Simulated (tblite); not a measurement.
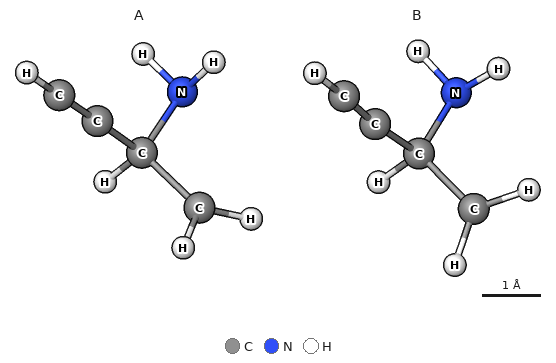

Two geometries of C$_{4}$H$_{6}$N (multiplicity 2), drawn at one scale. One is the start of a relaxation, the other its converged end. The picture is a ball-and-stick view, seen from a free direction.

Computed with tblite 0.8.0, GFN2-xTB geometry optimisation, gas phase. 

Which geometry has the lower energy?

Answer. Structure B is the relaxed one. After 79 geometry steps the energy has fallen by 13.0 kJ/mol. The largest move after the best rigid fit is that of an H atom, 1.01 Å. Largest moves by element: H 1.01 Å, N 0.14 Å, C 0.12 Å. Near-neighbour distances that change, for instance: C–C 1.452 → 1.474 Å, C–H 1.092 → 1.071 Å, C–C 1.217 → 1.198 Å, H–N 1.026 → 1.015 Å. Among the angles between lasting bonds that change: C–C–C 110.7° → 105.5°, C–C–N 107.9° → 112.8°, C–C–C 179.1° → 174.9°. Cost: 0.2 s on 1 thread of Arm Neoverse V2, on a shared host.
